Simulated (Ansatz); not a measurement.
# TiHCl₃ + H₂O: a complex and its separated parts

The complex below is one end of an elementary step. How strongly is it bound against its free parts?

Program: Ansatz 0.2.0, Gaussian basis. Level of theory: PBE0-D4/def2-TZVP structures, single points in def2-TZVPP, no counterpoise correction. These are calculated values, not measurements.

Levels: SPW92, PBE-D4, BLYP-D4, r2SCAN-D4, B97M-V, PBE0-D4, B3LYP-D4, r2SCAN0-D4, BHLYP-D4, CAM-B3LYP-D4, wB97X-V, wB97M-V, B2PLYP, PBE-QIDH, RPA on PBE, Hartree-Fock, MP2, CCSD, CCSD(T).

Correlated methods freeze the cores. B3LYP uses VWN-RPA correlation. B2PLYP carries no dispersion term here.

94 further runs of the same task are left out: 94 set aside as unsound or not needed. Runs told in other sessions of the task aren't counted.

## 1. The starting structure

The complex: 8 atoms, charge 0, spin multiplicity 1.

Atoms are counted from 1 here; the program's logs count them from 0.

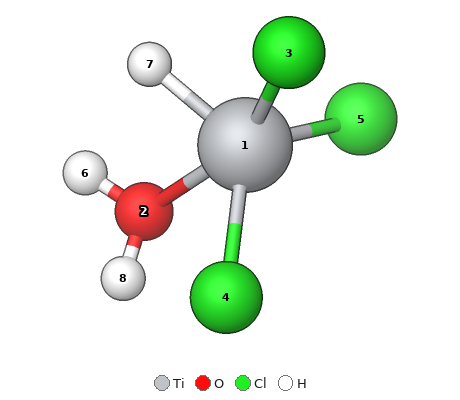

Start geometry, drawn with titanium light grey, oxygen red, chlorine green, hydrogen white; atoms are numbered from 1 in the order of the file.

Coordinates:

```mol
Cl3H3OTi
  3D, bonds by distance, orders not assigned

  8  7  0  0  0  0  0  0  0  0999 V2000
   -0.1610    0.1869   -0.7389 Ti  0  0
    0.1328   -0.0479    1.4371 O   0  0
    0.2793   -0.0116   -2.8604 Cl  0  0
   -1.6199   -1.4705   -0.3902 Cl  0  0
   -0.7629    2.2650   -0.4652 Cl  0  0
    1.0407   -0.1505    1.7366 H   0  0
    1.4820    0.0112   -0.4980 H   0  0
   -0.3908   -0.7826    1.7790 H   0  0
  1  2  8  0
  1  3  8  0
  1  4  8  0
  1  5  8  0
  1  7  8  0
  2  6  8  0
  2  8  8  0
M  END
```

Its parts: TiHCl₃ holds atoms 1, 3, 4, 5, 7; H₂O holds atoms 2, 6, 8. Each part counts its atoms afresh in its own runs.

## 2. Relaxing TiHCl₃ alone

Contents of relax-a/in.yaml:

```yaml
crystal:
  periodic: [false, false, false]
  atoms:
    - {symbol: Ti, position_ang: [-0.161037, 0.186887, -0.738864]}
    - {symbol: Cl, position_ang: [0.279334, -0.011603, -2.860405]}
    - {symbol: Cl, position_ang: [-1.619904, -1.470463, -0.390245]}
    - {symbol: Cl, position_ang: [-0.762905, 2.265038, -0.465169]}
    - {symbol: H, position_ang: [1.481977, 0.011151, -0.498009]}
basis:
  gaussian: {orbitals: def2-TZVP}
hamiltonian: {xc: pbe0, dispersion: d4}
relax: {f_tol: 0.005, max_steps: 200}
```

Started as:

```
ansatz run in.yaml --threads 8 --pin off --events-out ev --progress --plain --max-ram 19148MiB
```

Output, cut to the lines that bear on the results:

```text
Functional definition: PBE0
  name "PBE0"
  cite "Adamo & Barone, J. Chem. Phys. 110, 6158 (1999) doi:10.1063/1.478522"
  cite "Perdew, Burke & Ernzerhof, Phys. Rev. Lett. 77, 3865 (1996) doi:10.1103/PhysRevLett.77.3865"
  parent pbe
[...]
1314 factors; their error is unknown
[...]
mean field -60687.38642017 eV, -2230.2203155532 hartree, gradient 2.8e-5 eV, S^2 0.000000; 0 other end points of the search recorded, 0 dependent functions left out
[...]
reference -60687.38645474 eV, -2230.2203168238 hartree; 37, 37 occupied and 125, 125 virtual orbitals, 1314 factors
[...]
reference -60687.75942904 eV, -2230.2340233763 hartree; 37, 37 occupied and 125, 125 virtual orbitals, 1314 factors
Total energy: -60687.91243400 eV, -2230.2396462052 hartree
Atom 0 at    -0.202016     0.204278    -1.013771 Å, force    -0.000347     0.000462    -0.000876 eV/Å
Atom 1 at     0.306314     0.018040    -3.106865 Å, force    -0.000354     0.000149     0.000800 eV/Å
Atom 2 at    -1.427697    -1.384805    -0.209647 Å, force     0.000431     0.000360    -0.000080 eV/Å
Atom 3 at    -0.715441     2.198537    -0.355377 Å, force     0.000223    -0.000810    -0.000273 eV/Å
Atom 4 at     1.256305    -0.055040    -0.267031 Å, force     0.000047    -0.000162     0.000428 eV/Å
Dipole moment:    -0.029257     0.005181    -0.014938 e Å
```

Wall time 11 s (8 threads of Arm Neoverse V2, shared host).

Step by step:

| step | energy from step 1 (eV) | largest force component (eV/Å) |
| --- | --- | --- |
| 1 | 0.0000 | 1.5445 |
| 2 | -0.2830 | 0.4959 |
| 3 | -0.3529 | 0.4027 |
| 4 | -0.3717 | 0.0606 |
| 5 | -0.3720 | 0.0121 |
| 6 | -0.3720 | 0.0009 |

Distances of close pairs at the start and the end, largest changes first:

| bond | before (Å) | after (Å) | change (Å) |
| --- | --- | --- | --- |
| Ti1–Cl3 | 2.235 | 2.162 | -0.073 |
| Ti1–Cl4 | 2.181 | 2.162 | -0.019 |
| Ti1–Cl2 | 2.176 | 2.162 | -0.014 |
| Ti1–H5 | 1.670 | 1.659 | -0.011 |

## 3. Relaxing H₂O alone

Contents of relax-b/in.yaml:

```yaml
crystal:
  periodic: [false, false, false]
  atoms:
    - {symbol: O, position_ang: [0.132832, -0.047909, 1.437109]}
    - {symbol: H, position_ang: [1.040651, -0.150490, 1.736573]}
    - {symbol: H, position_ang: [-0.390849, -0.782614, 1.779010]}
basis:
  gaussian: {orbitals: def2-TZVP}
hamiltonian: {xc: pbe0, dispersion: d4}
relax: {f_tol: 0.005, max_steps: 200}
```

Started as:

```
ansatz run in.yaml --threads 8 --pin off --events-out ev --progress --plain --max-ram 19148MiB
```

Output, cut to the lines that bear on the results:

```text
[... 5 set-up lines as earlier in the session ...]
[...]
239 factors; their error is unknown
[...]
mean field -2078.32305214 eV, -76.3769634281 hartree, gradient 1.4e-5 eV, S^2 0.000000; 0 other end points of the search recorded, 0 dependent functions left out
[...]
reference -2078.33309081 eV, -76.3773323424 hartree; 5, 5 occupied and 38, 38 virtual orbitals, 239 factors
Total energy: -2078.33734664 eV, -76.3774887412 hartree
Atom 0 at     0.126554    -0.037188     1.428548 Å, force     0.000076    -0.000055     0.000055 eV/Å
Atom 1 at     1.024596    -0.164721     1.741678 Å, force    -0.000053     0.000037    -0.000038 eV/Å
Atom 2 at    -0.368516    -0.779104     1.782466 Å, force    -0.000023     0.000018    -0.000018 eV/Å
Dipole moment:     0.148586    -0.320590     0.245959 e Å
```

Run time: 0.45 s. Hardware: 8 threads of Arm Neoverse V2, shared host.

Relaxation path:

| step | energy from step 1 (eV) | largest force component (eV/Å) |
| --- | --- | --- |
| 1 | 0.0000 | 0.4336 |
| 2 | -0.0074 | 0.1517 |
| 3 | -0.0100 | 0.0299 |
| 4 | -0.0100 | 0.0001 |

Close pairs (by a distance rule), those that changed most:

| bond | before (Å) | after (Å) | change (Å) |
| --- | --- | --- | --- |
| O1–H3 | 0.965 | 0.960 | -0.005 |
| O1–H2 | 0.961 | 0.960 | -0.002 |

## 4. SPW92/def2-TZVPP

Contents of parta/in.yaml:

```yaml
crystal:
  periodic: [false, false, false]
  atoms:
    - {symbol: Ti, position_ang: [-0.202016, 0.204278, -1.013771]}
    - {symbol: Cl, position_ang: [0.306314, 0.018040, -3.106865]}
    - {symbol: Cl, position_ang: [-1.427697, -1.384805, -0.209647]}
    - {symbol: Cl, position_ang: [-0.715441, 2.198537, -0.355377]}
    - {symbol: H, position_ang: [1.256305, -0.055040, -0.267031]}
basis:
  gaussian: {orbitals: def2-TZVPP}
hamiltonian: {xc: lda}
```

Contents of partb/in.yaml:

```yaml
crystal:
  periodic: [false, false, false]
  atoms:
    - {symbol: O, position_ang: [0.126554, -0.037188, 1.428548]}
    - {symbol: H, position_ang: [1.024596, -0.164721, 1.741678]}
    - {symbol: H, position_ang: [-0.368516, -0.779104, 1.782466]}
basis:
  gaussian: {orbitals: def2-TZVPP}
hamiltonian: {xc: lda}
```

One command serves all of them, each in its own folder.

Started as:

```
ansatz run in.yaml --threads 8 --pin off --events-out ev --progress --plain --max-ram 19148MiB
```

Log of parta, cut to the lines that bear on the results:

```text
Functional definition: SPW92
  name "SPW92"
  cite "Dirac, Proc. Camb. Phil. Soc. 26, 376 (1930) doi:10.1017/S0305004100016108"
  cite "Slater, Phys. Rev. 81, 385 (1951) doi:10.1103/PhysRev.81.385"
  cite "Perdew & Wang, Phys. Rev. B 45, 13244 (1992) doi:10.1103/PhysRevB.45.13244"
[...]
1373 factors; their error is unknown
[...]
mean field -60529.40098491 eV, -2224.4144578939 hartree, gradient 7.3e-5 eV, S^2 0.000000; 0 other end points of the search recorded, 0 dependent functions left out
reference -60529.40102800 eV, -2224.4144594774 hartree; 37, 37 occupied and 167, 167 virtual orbitals, 1373 factors
Total energy: -60529.40102800 eV, -2224.4144594774 hartree
```

Log of partb, cut to the lines that bear on the results:

```text
[... 5 set-up lines as earlier in the session ...]
[...]
269 factors; their error is unknown
[...]
mean field -2065.39694422 eV, -75.9019377237 hartree, gradient 5.3e-5 eV, S^2 0.000000; 0 other end points of the search recorded, 0 dependent functions left out
reference -2065.39696305 eV, -75.9019384158 hartree; 5, 5 occupied and 54, 54 virtual orbitals, 269 factors
Total energy: -2065.39696305 eV, -75.9019384158 hartree
```

Wall times: 0.65 s (parta), 0.1 s (partb) on 8 threads of Arm Neoverse V2, shared host.

## 5. PBE-D4/def2-TZVPP

Each input of step 4 (parta, partb) changes in the same lines:

```diff
-hamiltonian: {xc: lda}
+hamiltonian: {xc: pbe, dispersion: d4}
```

One command serves all of them, each in its own folder.

Started as:

```
ansatz run in.yaml --threads 8 --pin off --events-out ev --progress --plain --max-ram 19148MiB
```

Output in parta, cut to the lines that bear on the results:

```text
Functional definition: PBE
  name "PBE"
[... 2 set-up lines as earlier in the session ...]
[...]
1373 factors; their error is unknown
[...]
mean field -60684.82325284 eV, -2230.1261208912 hartree, gradient 6.4e-5 eV, S^2 0.000000; 0 other end points of the search recorded, 0 dependent functions left out
reference -60684.82329861 eV, -2230.1261225733 hartree; 37, 37 occupied and 167, 167 virtual orbitals, 1373 factors
Total energy: -60684.99970549 eV, -2230.1326054065 hartree
```

Log of partb, cut to the lines that bear on the results:

```text
[... 4 set-up lines as earlier in the session ...]
[...]
269 factors; their error is unknown
[...]
mean field -2078.40757037 eV, -76.3800694160 hartree, gradient 4.4e-5 eV, S^2 0.000000; 0 other end points of the search recorded, 0 dependent functions left out
reference -2078.40759085 eV, -76.3800701684 hartree; 5, 5 occupied and 54, 54 virtual orbitals, 269 factors
Total energy: -2078.41290791 eV, -76.3802655667 hartree
```

They took 0.95 s (parta), 0.1 s (partb) on 8 threads of Arm Neoverse V2, shared host.

## 6. BLYP-D4/def2-TZVPP

Each input of step 5 (parta, partb) changes in the same lines:

```diff
-hamiltonian: {xc: pbe, dispersion: d4}
+hamiltonian: {xc: {name: BLYP}, dispersion: d4}
```

Each run has its own folder and the same command.

Started as:

```
ansatz run in.yaml --threads 8 --pin off --events-out ev --progress --plain --max-ram 19148MiB
```

parta printed, cut to the lines that bear on the results:

```text
Functional definition: BLYP
  name "BLYP"
  cite "Becke, Phys. Rev. A 38, 3098 (1988) doi:10.1103/PhysRevA.38.3098"
  cite "Lee, Yang & Parr, Phys. Rev. B 37, 785 (1988) doi:10.1103/PhysRevB.37.785"
[...]
1373 factors; their error is unknown
[...]
mean field -60706.79391121 eV, -2230.9335276940 hartree, gradient 2.3e-5 eV, S^2 0.000000; 0 other end points of the search recorded, 0 dependent functions left out
reference -60706.79427409 eV, -2230.9335410296 hartree; 37, 37 occupied and 167, 167 virtual orbitals, 1373 factors
Total energy: -60707.16213736 eV, -2230.9470597554 hartree
```

partb printed, cut to the lines that bear on the results:

```text
[... 4 set-up lines as earlier in the session ...]
[...]
269 factors; their error is unknown
[...]
mean field -2080.27678523 eV, -76.4487617950 hartree, gradient 8.6e-5 eV, S^2 0.000000; 0 other end points of the search recorded, 0 dependent functions left out
reference -2080.27697478 eV, -76.4487687608 hartree; 5, 5 occupied and 54, 54 virtual orbitals, 269 factors
Total energy: -2080.28981720 eV, -76.4492407111 hartree
```

Times: 1.1 s (parta), 0.15 s (partb) on 8 threads of Arm Neoverse V2, shared host.

## 7. r2SCAN-D4/def2-TZVPP

Each input of step 6 (parta, partb) changes in the same lines:

```diff
-hamiltonian: {xc: {name: BLYP}, dispersion: d4}
+hamiltonian: {xc: r2scan, dispersion: d4}
```

The same command starts each run, in its folder.

Started as:

```
ansatz run in.yaml --threads 8 --pin off --events-out ev --progress --plain --max-ram 19148MiB
```

Output in parta, cut to the lines that bear on the results:

```text
Functional definition: r2SCAN
  name "r2SCAN"
  cite "Furness, Kaplan, Ning, Perdew & Sun, J. Phys. Chem. Lett. 11, 8208 (2020) doi:10.1021/acs.jpclett.0c02405"
  cite "Furness, Kaplan, Ning, Perdew & Sun, J. Phys. Chem. Lett. 11, 9248 (2020) doi:10.1021/acs.jpclett.0c03077"
  parent r2scan
[...]
1373 factors; their error is unknown
[...]
mean field -60702.92258216 eV, -2230.7912589757 hartree, gradient 7.3e-5 eV, S^2 0.000000; 0 other end points of the search recorded, 0 dependent functions left out
reference -60702.92259526 eV, -2230.7912594570 hartree; 37, 37 occupied and 167, 167 virtual orbitals, 1373 factors
Total energy: -60702.96273148 eV, -2230.7927344361 hartree
```

Output in partb, cut to the lines that bear on the results:

```text
[... 5 set-up lines as earlier in the session ...]
[...]
269 factors; their error is unknown
[...]
mean field -2079.58114761 eV, -76.4231975841 hartree, gradient 8.5e-5 eV, S^2 0.000000; 0 other end points of the search recorded, 0 dependent functions left out
reference -2079.58115282 eV, -76.4231977753 hartree; 5, 5 occupied and 54, 54 virtual orbitals, 269 factors
Total energy: -2079.58242534 eV, -76.4232445398 hartree
```

They took 2.4 s (parta), 0.35 s (partb) on 8 threads of Arm Neoverse V2, shared host.

## 8. B97M-V/def2-TZVPP

Each input of step 7 (parta, partb) changes in the same lines:

```diff
-hamiltonian: {xc: r2scan, dispersion: d4}
+hamiltonian: {xc: {name: B97M-V}}
```

One command serves all of them, each in its own folder.

Started as:

```
ansatz run in.yaml --threads 8 --pin off --events-out ev --progress --plain --max-ram 19148MiB
```

parta printed, cut to the lines that bear on the results:

```text
Functional definition: B97M-V
  name "B97M-V"
  cite "Mardirossian & Head-Gordon, J. Chem. Phys. 142, 074111 (2015) doi:10.1063/1.4907719"
  cite "Becke, J. Chem. Phys. 107, 8554 (1997) doi:10.1063/1.475007"
  cite "Vydrov & Van Voorhis, J. Chem. Phys. 133, 244103 (2010) doi:10.1063/1.3521275"
  # Of w^i u^j: cxij and so on, Table III.
[...]
  gx(w, u) = cx00 + cx01*u + cx02*u^2 + (cx10 + cx11*u)*w
[...]
  gos(w, u) = cos00 + cos01*u + cos03*u^3 + cos10*w + cos32*w^3*u^2
[...]
      + integral(e_c_pw_mod_opposite_spin*gos(b97_w_opposite, b97_u_opposite)) + vv10(b, c)
1373 factors; their error is unknown
[...]
mean field -60690.63670285 eV, -2230.3397612388 hartree, gradient 1.5e-5 eV, S^2 0.000000; 0 other end points of the search recorded, 0 dependent functions left out
reference -60690.63676700 eV, -2230.3397635960 hartree; 37, 37 occupied and 167, 167 virtual orbitals, 1373 factors
Total energy: -60690.63676700 eV, -2230.3397635960 hartree
```

partb printed, cut to the lines that bear on the results:

```text
[... 5 set-up lines as earlier in the session ...]
  # Of w^i u^j: cxij and so on, Table III.
[...]
  gx(w, u) = cx00 + cx01*u + cx02*u^2 + (cx10 + cx11*u)*w
[...]
  gos(w, u) = cos00 + cos01*u + cos03*u^3 + cos10*w + cos32*w^3*u^2
[...]
      + integral(e_c_pw_mod_opposite_spin*gos(b97_w_opposite, b97_u_opposite)) + vv10(b, c)
269 factors; their error is unknown
[...]
mean field -2079.93551346 eV, -76.4362202886 hartree, gradient 2.9e-5 eV, S^2 0.000000; 0 other end points of the search recorded, 0 dependent functions left out
reference -2079.93554027 eV, -76.4362212740 hartree; 5, 5 occupied and 54, 54 virtual orbitals, 269 factors
Total energy: -2079.93554027 eV, -76.4362212740 hartree
```

Wall times: 3.9 s (parta), 0.25 s (partb) on 8 threads of Arm Neoverse V2, shared host.

## 9. PBE0-D4/def2-TZVPP

Each input of step 8 (parta, partb) changes in the same lines:

```diff
-hamiltonian: {xc: {name: B97M-V}}
+hamiltonian: {xc: pbe0, dispersion: d4}
+output: {orbitals: {seedname: orbitals}}
```

One command serves all of them, each in its own folder.

Started as:

```
ansatz run in.yaml --threads 8 --pin off --events-out ev --progress --plain --max-ram 19148MiB
```

parta printed, cut to the lines that bear on the results:

```text
[... 5 set-up lines as earlier in the session ...]
[...]
1546 factors; their error is unknown
[...]
mean field -60687.85018078 eV, -2230.2373584415 hartree, gradient 8.1e-5 eV, S^2 0.000000; 0 other end points of the search recorded, 0 dependent functions left out
reference -60687.85021458 eV, -2230.2373596834 hartree; 37, 37 occupied and 167, 167 virtual orbitals, 1546 factors
Total energy: -60688.00321955 eV, -2230.2429825125 hartree
```

Output in partb, cut to the lines that bear on the results:

```text
[... 5 set-up lines as earlier in the session ...]
[...]
269 factors; their error is unknown
[...]
mean field -2078.42782073 eV, -76.3808136028 hartree, gradient 1.2e-5 eV, S^2 0.000000; 0 other end points of the search recorded, 0 dependent functions left out
reference -2078.42783523 eV, -76.3808141358 hartree; 5, 5 occupied and 54, 54 virtual orbitals, 269 factors
Total energy: -2078.43209106 eV, -76.3809705345 hartree
```

Wall times: 1.6 s (parta), 0.1 s (partb) on 8 threads of Arm Neoverse V2, shared host; peak memory 0.68 GiB.

## 10. B3LYP-D4/def2-TZVPP

Each input of step 9 (parta, partb) changes in the same lines:

```diff
-hamiltonian: {xc: pbe0, dispersion: d4}
-output: {orbitals: {seedname: orbitals}}
+hamiltonian: {xc: {name: B3LYP}, dispersion: d4}
```

Each run has its own folder and the same command.

Started as:

```
ansatz run in.yaml --threads 8 --pin off --events-out ev --progress --plain --max-ram 19148MiB
```

Log of parta, cut to the lines that bear on the results:

```text
Functional definition: B3LYP
  name "B3LYP"
  cite "Stephens, Devlin, Chabalowski & Frisch, J. Phys. Chem. 98, 11623 (1994) doi:10.1021/j100096a001"
[... 2 set-up lines as earlier in the session ...]
  cite "Vosko, Wilk & Nusair, Can. J. Phys. 58, 1200 (1980) doi:10.1139/p80-159"
[...]
1496 factors; their error is unknown
[...]
mean field -60707.55862626 eV, -2230.9616304539 hartree, gradient 7.3e-5 eV, S^2 0.000000; 0 other end points of the search recorded, 0 dependent functions left out
reference -60707.55889671 eV, -2230.9616403927 hartree; 37, 37 occupied and 167, 167 virtual orbitals, 1496 factors
Total energy: -60707.84863100 eV, -2230.9722879316 hartree
```

Output in partb, cut to the lines that bear on the results:

```text
[... 6 set-up lines as earlier in the session ...]
[...]
269 factors; their error is unknown
[...]
mean field -2080.76395978 eV, -76.4666651296 hartree, gradient 1.1e-5 eV, S^2 0.000000; 0 other end points of the search recorded, 0 dependent functions left out
reference -2080.76409815 eV, -76.4666702143 hartree; 5, 5 occupied and 54, 54 virtual orbitals, 269 factors
Total energy: -2080.77252421 eV, -76.4669798663 hartree
```

They took 1.5 s (parta), 0.15 s (partb) on 8 threads of Arm Neoverse V2, shared host.

## 11. r2SCAN0-D4/def2-TZVPP

Each input of step 10 (parta, partb) changes in the same lines:

```diff
-hamiltonian: {xc: {name: B3LYP}, dispersion: d4}
+hamiltonian: {xc: {name: r2SCAN0}, dispersion: d4}
```

Each run has its own folder and the same command.

Started as:

```
ansatz run in.yaml --threads 8 --pin off --events-out ev --progress --plain --max-ram 19148MiB
```

Log of parta, cut to the lines that bear on the results:

```text
Functional definition: r2SCAN0
  name "r2SCAN0"
  cite "Bursch, Neugebauer, Ehlert & Grimme, J. Chem. Phys. 156, 134105 (2022) doi:10.1063/5.0086040"
[... 3 set-up lines as earlier in the session ...]
[...]
1546 factors; their error is unknown
[...]
mean field -60701.43741901 eV, -2230.7366802364 hartree, gradient 6.7e-5 eV, S^2 0.000000; 0 other end points of the search recorded, 0 dependent functions left out
reference -60701.43742955 eV, -2230.7366806239 hartree; 37, 37 occupied and 167, 167 virtual orbitals, 1546 factors
Total energy: -60701.48757552 eV, -2230.7385234543 hartree
```

Output in partb, cut to the lines that bear on the results:

```text
[... 6 set-up lines as earlier in the session ...]
[...]
269 factors; their error is unknown
[...]
mean field -2079.27470636 eV, -76.4119360757 hartree, gradient 2.0e-5 eV, S^2 0.000000; 0 other end points of the search recorded, 0 dependent functions left out
reference -2079.27471046 eV, -76.4119362264 hartree; 5, 5 occupied and 54, 54 virtual orbitals, 269 factors
Total energy: -2079.27611461 eV, -76.4119878280 hartree
```

Times: 2.9 s (parta), 0.35 s (partb) on 8 threads of Arm Neoverse V2, shared host.

## 12. BHLYP-D4/def2-TZVPP

Each input of step 11 (parta, partb) changes in the same lines:

```diff
-hamiltonian: {xc: {name: r2SCAN0}, dispersion: d4}
+hamiltonian: {xc: {name: BHLYP}, dispersion: d4}
```

One command serves all of them, each in its own folder.

Started as:

```
ansatz run in.yaml --threads 8 --pin off --events-out ev --progress --plain --max-ram 19148MiB
```

Log of parta, cut to the lines that bear on the results:

```text
Functional definition: BHLYP
  name "BHLYP"
  cite "Becke, J. Chem. Phys. 98, 1372 (1993) doi:10.1063/1.464304"
[... 2 set-up lines as earlier in the session ...]
[...]
1645 factors; their error is unknown
[...]
mean field -60704.48618277 eV, -2230.8487202381 hartree, gradient 5.9e-5 eV, S^2 0.000000; 0 other end points of the search recorded, 0 dependent functions left out
reference -60704.48636432 eV, -2230.8487269102 hartree; 37, 37 occupied and 167, 167 virtual orbitals, 1645 factors
Total energy: -60704.75396578 eV, -2230.8585610821 hartree
```

Output in partb, cut to the lines that bear on the results:

```text
[... 5 set-up lines as earlier in the session ...]
[...]
295 factors; their error is unknown
[...]
mean field -2079.57890736 eV, -76.4231152562 hartree, gradient 2.0e-5 eV, S^2 0.000000; 0 other end points of the search recorded, 0 dependent functions left out
reference -2079.57899815 eV, -76.4231185928 hartree; 5, 5 occupied and 54, 54 virtual orbitals, 295 factors
Total energy: -2079.58394997 eV, -76.4233005686 hartree
```

Wall times: 1.6 s (parta), 0.15 s (partb) on 8 threads of Arm Neoverse V2, shared host.

(Part 1 of 2 ends here.)
